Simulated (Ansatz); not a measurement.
# (Cl)2Al-O-SiH3 (AlCl₂H₃OSi): one molecule under many settings

How do the results and run time of (Cl)2Al-O-SiH3 (AlCl₂H₃OSi) respond when the settings are drawn wide?

Program: Ansatz 0.2.0, Gaussian basis. Level of theory: the settings change from run to run. These are calculated values, not measurements.

## Step 1: The geometry

The structure was relaxed beforehand with r2SCAN-D4/def2-SVP.

8 atoms, charge 0, spin multiplicity 1.

Atoms are counted from 1 here; the program's logs count them from 0.

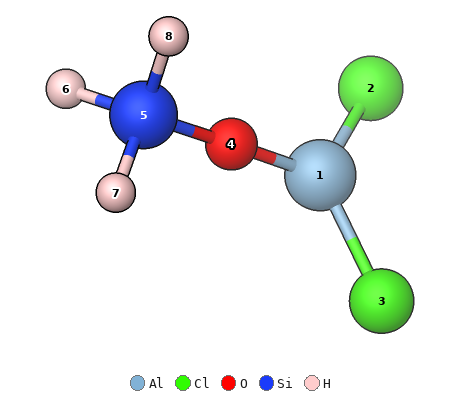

The structure; aluminium light blue, chlorine green, oxygen red, silicon blue, hydrogen pink; atoms are numbered from 1 in the order of the file.

## Step 2: revPBE0/STO-3G

in.yaml

```yaml
crystal:
  periodic: [false, false, false]
  atoms:
    - {symbol: Al, position_ang: [0.221070, -0.674242, -1.655398]}
    - {symbol: Cl, position_ang: [0.860530, 0.539229, -3.224655]}
    - {symbol: Cl, position_ang: [-0.166876, -2.689658, -2.018823]}
    - {symbol: O, position_ang: [0.021448, -0.035765, -0.118353]}
    - {symbol: Si, position_ang: [-0.186683, 0.574881, 1.405631]}
    - {symbol: H, position_ang: [-1.100797, 1.752938, 1.355426]}
    - {symbol: H, position_ang: [-0.780383, -0.465639, 2.295072]}
    - {symbol: H, position_ang: [1.131691, 0.998256, 1.961110]}
basis:
  gaussian: {orbitals: STO-3G}
hamiltonian: {xc: {name: revPBE0}}
scf: {omitted_lower_state_checks: [starts]}
```

The run is started by

```bash
ansatz run in.yaml --threads 4 --pin off --events-out ev --progress --plain --max-ram 3916MiB
```

What it wrote:

```text
Functional definition: revPBE0
  name "revPBE0"
  cite "Zhang & Yang, Phys. Rev. Lett. 80, 890 (1998) doi:10.1103/PhysRevLett.80.890"
  cite "Adamo & Barone, J. Chem. Phys. 110, 6158 (1999) doi:10.1063/1.478522"
  cite "Perdew, Burke & Ernzerhof, Phys. Rev. Lett. 77, 3865 (1996) doi:10.1103/PhysRevLett.77.3865"
  parameter a = 0.25
  parameter kappa = 1.245
  parameter beta = 0.06672455060314922
  exchange = (1 - a)*pbe_x(kappa = kappa, mu = beta*pi^2/3) + a*exact_x
  correlation = pbe_c(beta = beta)
these checks for a lower state are left out or cut short: starts
492 factors; integrals over basis functions are off by at most 3.3e-5 eV
mean field evaluation 1: about -41139.7427 eV, gradient 3.5e1 eV
mean field evaluation 2: about -41137.4914 eV, gradient 5.1e1 eV
mean field evaluation 4: about -41144.3346 eV, gradient 1.5e0 eV
mean field evaluation 8: about -41144.3292 eV, gradient 3.5e-3 eV
mean field -41144.32918915 eV, -1512.0262090734 hartree, gradient 1.0e-5 eV, S^2 0.000000; 0 other end points of the search recorded, 0 dependent functions left out
reference -41144.32921080 eV, -1512.0262098689 hartree; 36, 36 occupied and 8, 8 virtual orbitals, 492 factors
Total energy: -41144.32921080 eV, -1512.0262098689 hartree
Checks for a lower state left out: starts
```

It took 0.45 s on 4 threads of Arm Neoverse V2, shared host.

## Step 3: HF/6-31G*

Changes to in.yaml since step 2:

```diff
@@ -12,4 +12,4 @@
 basis:
-  gaussian: {orbitals: STO-3G}
-hamiltonian: {xc: {name: revPBE0}}
-scf: {omitted_lower_state_checks: [starts]}
+  gaussian: {orbitals: "6-31G*"}
+hamiltonian: {xc: {name: HF}}
+output: {forces: true}
```

Same command.

What it wrote, shortened:

```text
Functional definition: HF
  name "HF"
  cite "Fock, Z. Phys. 61, 126 (1930) doi:10.1007/BF01340294"
  parent pbe
[...]
880 factors; integrals over basis functions are off by at most 8.4e-4 eV
[...]
mean field -41542.17397517 eV, -1526.6467352908 hartree, gradient 5.7e-5 eV, S^2 0.000000; 0 other end points of the search recorded, 0 dependent functions left out
[...]
reference -41542.17397517 eV, -1526.6467352908 hartree; 36, 36 occupied and 61, 61 virtual orbitals, 880 factors
Total energy: -41542.17397517 eV, -1526.6467352908 hartree
Atom 0 at     0.221070    -0.674242    -1.655398 Å, force    -0.061108     0.196769     0.473981 eV/Å
Atom 1 at     0.860530     0.539229    -3.224655 Å, force    -0.002187    -0.014005    -0.004573 eV/Å
Atom 2 at    -0.166876    -2.689658    -2.018823 Å, force     0.004703     0.008142    -0.012166 eV/Å
Atom 3 at     0.021448    -0.035765    -0.118353 Å, force    -0.036607     0.076552     0.220417 eV/Å
Atom 4 at    -0.186683     0.574881     1.405631 Å, force     0.041948    -0.108506    -0.283224 eV/Å
Atom 5 at    -1.100797     1.752938     1.355426 Å, force     0.236595    -0.311174     0.003275 eV/Å
Atom 6 at    -0.780383    -0.465639     2.295072 Å, force     0.156595     0.267522    -0.245101 eV/Å
Atom 7 at     1.131691     0.998256     1.961110 Å, force    -0.339938    -0.115301    -0.152608 eV/Å
Dipole moment:    -0.041934     0.126072     0.311416 e Å
```

Wall time 0.7 s (4 threads of Arm Neoverse V2, shared host).

Largest force 0.517 eV/Å, dipole 1.63 D.

## Step 4: B3LYP5/cc-pVDZ

Options: atoms shaken by 0.15 Å, the search for lower states set to full.

in.yaml

```yaml
crystal:
  periodic: [false, false, false]
  atoms:
    - {symbol: Al, position_ang: [0.170490, -0.623210, -1.498868]}
    - {symbol: Cl, position_ang: [0.918860, 0.715047, -3.343138]}
    - {symbol: Cl, position_ang: [-0.156921, -2.874183, -2.144429]}
    - {symbol: O, position_ang: [-0.065611, -0.230436, 0.000539]}
    - {symbol: Si, position_ang: [-0.173261, 0.131804, 1.434224]}
    - {symbol: H, position_ang: [-1.007627, 1.845285, 1.525214]}
    - {symbol: H, position_ang: [-0.782437, -0.399891, 2.055394]}
    - {symbol: H, position_ang: [0.781418, 1.086298, 1.907832]}
basis:
  gaussian: {orbitals: cc-pVDZ}
hamiltonian: {xc: {name: B3LYP5}}
scf: {lower_state_search: full}
output: {forces: true}
```

The command is unchanged.

What it wrote, shortened:

```text
Functional definition: B3LYP5
  name "B3LYP5"
  cite "Stephens, Devlin, Chabalowski & Frisch, J. Phys. Chem. 98, 11623 (1994) doi:10.1021/j100096a001"
  cite "Becke, Phys. Rev. A 38, 3098 (1988) doi:10.1103/PhysRevA.38.3098"
  cite "Lee, Yang & Parr, Phys. Rev. B 37, 785 (1988) doi:10.1103/PhysRevB.37.785"
  cite "Vosko, Wilk & Nusair, Can. J. Phys. 58, 1200 (1980) doi:10.1139/p80-159"
[...]
1008 factors; integrals over basis functions are off by at most 1.0e-3 eV
[...]
mean field -41608.39222091 eV, -1529.0802109372 hartree, gradient 2.7e-5 eV, S^2 0.000000; 0 other end points of the search recorded, 0 dependent functions left out
[...]
reference -41608.39251681 eV, -1529.0802218113 hartree; 36, 36 occupied and 65, 65 virtual orbitals, 1008 factors
Total energy: -41608.39251681 eV, -1529.0802218113 hartree
Atom 0 at     0.170490    -0.623210    -1.498868 Å, force     1.255561    -2.452201    -8.016360 eV/Å
Atom 1 at     0.918860     0.715047    -3.343138 Å, force    -0.863116    -1.404123     2.226701 eV/Å
Atom 2 at    -0.156921    -2.874183    -2.144429 Å, force     0.319398     2.350387     0.716276 eV/Å
Atom 3 at    -0.065611    -0.230436     0.000539 Å, force     0.245384    -1.533120    -4.419147 eV/Å
Atom 4 at    -0.173261     0.131804     1.434224 Å, force    11.750778    19.827579    -6.393809 eV/Å
Atom 5 at    -1.007627     1.845285     1.525214 Å, force     0.272583    -2.351662    -0.338290 eV/Å
Atom 6 at    -0.782437    -0.399891     2.055394 Å, force   -14.849700   -14.048452    15.571766 eV/Å
Atom 7 at     0.781418     1.086298     1.907832 Å, force     1.869111    -0.388408     0.652864 eV/Å
Dipole moment:     0.100728    -0.206721     0.448312 e Å
```

Run time: 1.6 s. Hardware: 4 threads of Arm Neoverse V2, shared host.

Largest force 25.697 eV/Å, dipole 2.42 D.

## Step 5: revPBE0/ANO-RCC-VTZP

in.yaml

```yaml
crystal:
  periodic: [false, false, false]
  atoms:
    - {symbol: Al, position_ang: [0.221070, -0.674242, -1.655398]}
    - {symbol: Cl, position_ang: [0.860530, 0.539229, -3.224655]}
    - {symbol: Cl, position_ang: [-0.166876, -2.689658, -2.018823]}
    - {symbol: O, position_ang: [0.021448, -0.035765, -0.118353]}
    - {symbol: Si, position_ang: [-0.186683, 0.574881, 1.405631]}
    - {symbol: H, position_ang: [-1.100797, 1.752938, 1.355426]}
    - {symbol: H, position_ang: [-0.780383, -0.465639, 2.295072]}
    - {symbol: H, position_ang: [1.131691, 0.998256, 1.961110]}
basis:
  gaussian: {orbitals: ANO-RCC-VTZP}
hamiltonian: {xc: {name: revPBE0}}
output: {forces: true}
```

Same command.

What it wrote, shortened:

```text
Functional definition: revPBE0
  name "revPBE0"
  cite "Zhang & Yang, Phys. Rev. Lett. 80, 890 (1998) doi:10.1103/PhysRevLett.80.890"
  cite "Adamo & Barone, J. Chem. Phys. 110, 6158 (1999) doi:10.1063/1.478522"
  cite "Perdew, Burke & Ernzerhof, Phys. Rev. Lett. 77, 3865 (1996) doi:10.1103/PhysRevLett.77.3865"
[...]
1867 factors; their error is unknown
[...]
mean field -41724.46863614 eV, -1533.3459405174 hartree, gradient 1.8e-5 eV, S^2 0.000000; 0 other end points of the search recorded, 0 dependent functions left out
[...]
reference -41724.46869549 eV, -1533.3459426986 hartree; 36, 36 occupied and 172, 172 virtual orbitals, 1867 factors
Total energy: -41724.46869549 eV, -1533.3459426986 hartree
Relativity: scalar
Atom 0 at     0.221070    -0.674242    -1.655398 Å, force    -0.028768     0.090661     0.220553 eV/Å
Atom 1 at     0.860530     0.539229    -3.224655 Å, force    -0.016488    -0.033298     0.038438 eV/Å
Atom 2 at    -0.166876    -2.689658    -2.018823 Å, force     0.010682     0.052263     0.006726 eV/Å
Atom 3 at     0.021448    -0.035765    -0.118353 Å, force    -0.034402     0.101885     0.252284 eV/Å
Atom 4 at    -0.186683     0.574881     1.405631 Å, force     0.040918    -0.139539    -0.328498 eV/Å
Atom 5 at    -1.100797     1.752938     1.355426 Å, force     0.068725    -0.093088    -0.027822 eV/Å
Atom 6 at    -0.780383    -0.465639     2.295072 Å, force     0.046209     0.061980    -0.091285 eV/Å
Atom 7 at     1.131691     0.998256     1.961110 Å, force    -0.086875    -0.040865    -0.070397 eV/Å
Dipole moment:    -0.025823     0.078973     0.193803 e Å
```

It took 9.5 s on 4 threads of Arm Neoverse V2, shared host; peak memory 0.91 GiB.

Largest force 0.359 eV/Å, dipole 1.01 D.

## Step 6: The runs in one table

```csv
level,charge,multiplicity,geometry,functions,energy (eV),time
revPBE0/STO-3G,0,1,relaxed,44,-41144.329,0.45 s
HF/6-31G*,0,1,relaxed,97,-41542.174,0.7 s
B3LYP5/cc-pVDZ,0,1,shaken,101,-41608.393,1.6 s
revPBE0/ANO-RCC-VTZP,0,1,relaxed,208,-41724.469,9.5 s
```

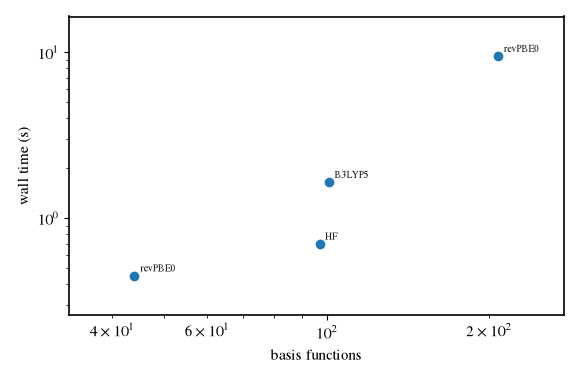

Wall time against the number of basis functions (shared host).

## Step 7: Summary of results

| quantity | value |
| --- | --- |
| runs | 4 |
| quickest | revPBE0/STO-3G, 0.45 s |
| slowest | revPBE0/ANO-RCC-VTZP, 9.5 s |
| spread of total energies, same state and geometry | 580.1 eV |
| dipole, same state and geometry | 1.01 to 1.63 D |

In words: revPBE0/ANO-RCC-VTZP took 21 times as long as revPBE0/STO-3G. The jobs differ in tasks and options as well as level. The totals spread over 580 eV; they can't be compared across methods or bases. Some of these runs are scalar-relativistic and others not, which shifts the totals of all-electron atoms past neon by several eV an atom and more; core potentials, where a basis has them, take the core out of the total altogether. At the r2SCAN-D4/def2-SVP geometry and in the same state, the sound runs without point charges leave forces up to 0.52 eV/Å (HF/6-31G*), against 25.7 eV/Å where the atoms were moved.
